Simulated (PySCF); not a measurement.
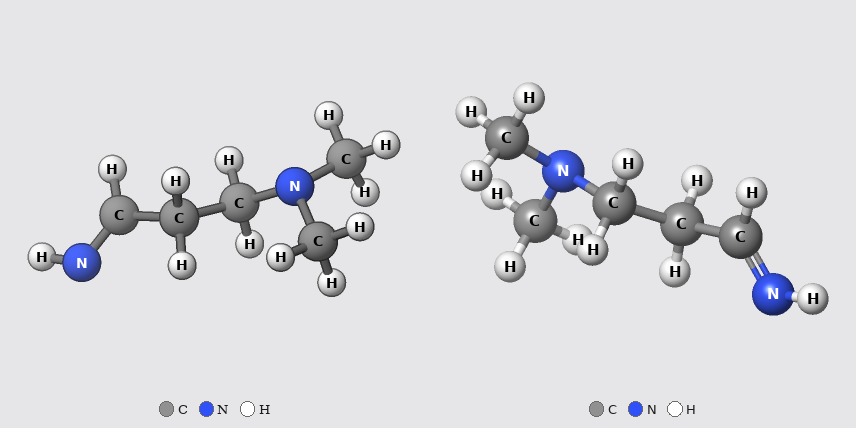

The same structure drawn twice, from different directions.

The geometry was computed by an optimisation with GFN2-xTB. No frequency run is at hand to confirm it as a minimum.

Description:

It has 19 atoms: 5 carbon, 12 hydrogen and 2 nitrogen (C5H12N2). Its SMILES string is `[H]/N=C/CCN(C)C`. It has no ring. Among its groups: tertiary amine, imine. This geometry has C1 symmetry. Coordination: 4 C tetrahedral; 1 N trigonal pyramidal; 1 C trigonal planar; 1 N bent.

The parts below concern this one geometry. Atoms keep their numbers from picture to picture.

## Electronic properties

No frequency run is at hand to confirm it as a minimum. Method: PBE0/def2-SVPD, gas phase (PySCF 2.14.0). Excitations: vertical, linear response.

What is the brightest of the 6 lowest singlets?

Answer. 5.98 eV.

Give the dipole moment at this level.

Answer. 1.76 D.

What is the HOMO energy (Kohn–Sham orbital)?

Answer. −6.33 eV.

Give the mean static polarisability at this level.

Answer. 80.2 bohr³.

## NMR shielding

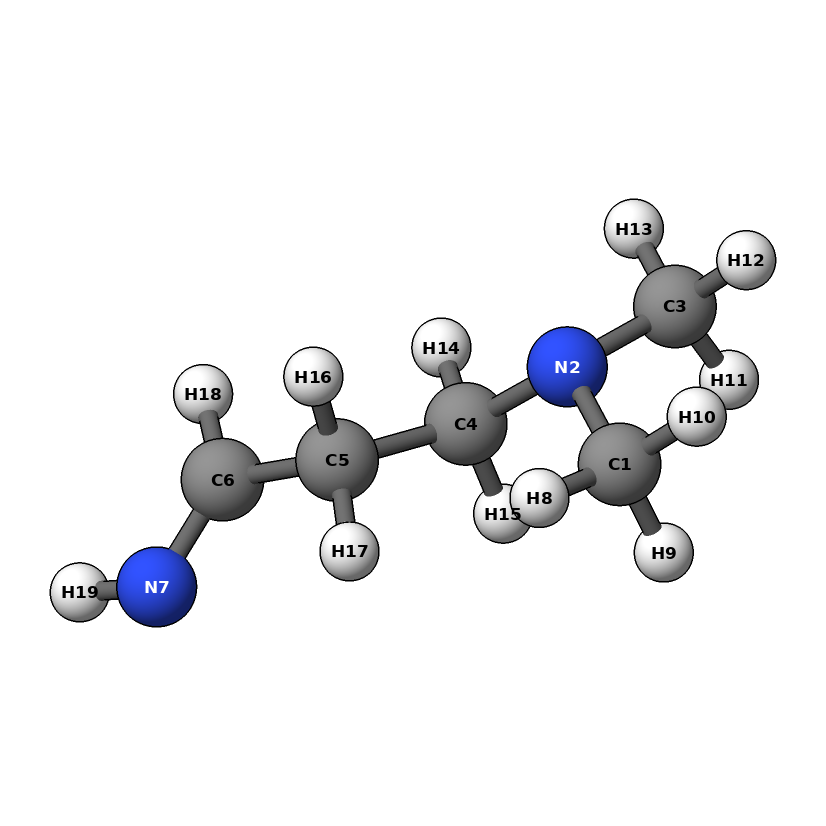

No frequency run is at hand to confirm it as a minimum. Level of theory: GIAO PBE0/pcSseg-1 NMR shielding, non-relativistic, gas phase (PySCF 2.14.0). Principal shieldings σ11 ≤ σ22 ≤ σ33, span Ω = σ33 − σ11, skew κ = 3(σiso − σ22)/Ω.

Which C atom has the most anisotropic shielding?

Answer. C6, with a span of 213 ppm.

Give the shielding tensors of the C atoms.

| atom | σ11 | σ22 | σ33 | σiso | Ω | κ |
| --- | --- | --- | --- | --- | --- | --- |
| C1 | 111.7 | 129.9 | 184.3 | 142.0 | 72.5 | 0.50 |
| C3 | 109.1 | 115.6 | 185.6 | 136.8 | 76.6 | 0.83 |
| C4 | 102.7 | 111.6 | 169.7 | 128.0 | 67.0 | 0.73 |
| C5 | 122.8 | 137.6 | 162.9 | 141.1 | 40.1 | 0.26 |
| C6 | −93.6 | 7.5 | 119.5 | 11.2 | 213.1 | 0.05 |

Shieldings and span in ppm.

## Charges

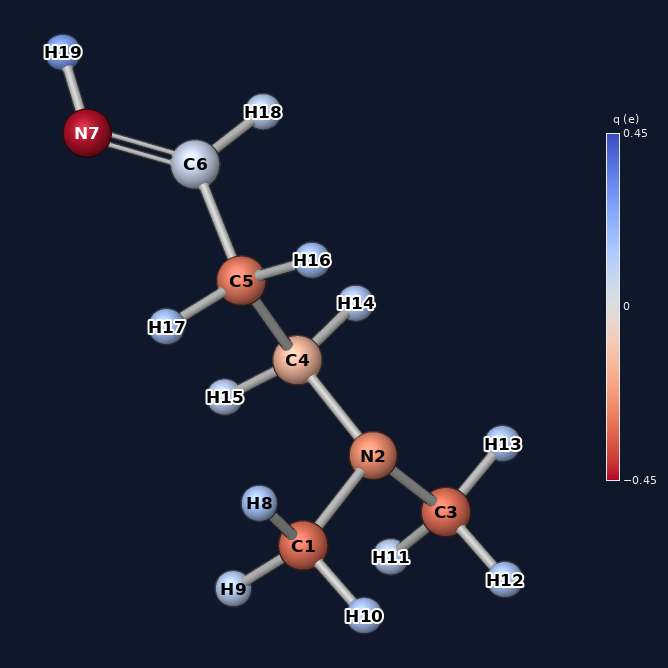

Atoms are coloured by their IAO charges. No frequency run is at hand to confirm it as a minimum. Level of theory: PBE0/pcSseg-1, gas phase (PySCF 2.14.0).

Give the IAO charges atom by atom.

```csv
atom,value (e)
C1,−0.31
N2,−0.25
C3,−0.30
C4,−0.14
C5,−0.28
C6,0.06
N7,−0.44
H8,0.14
H9,0.10
H10,0.14
H11,0.10
H12,0.14
H13,0.14
H14,0.13
H15,0.10
H16,0.16
H17,0.15
H18,0.10
H19,0.25
```
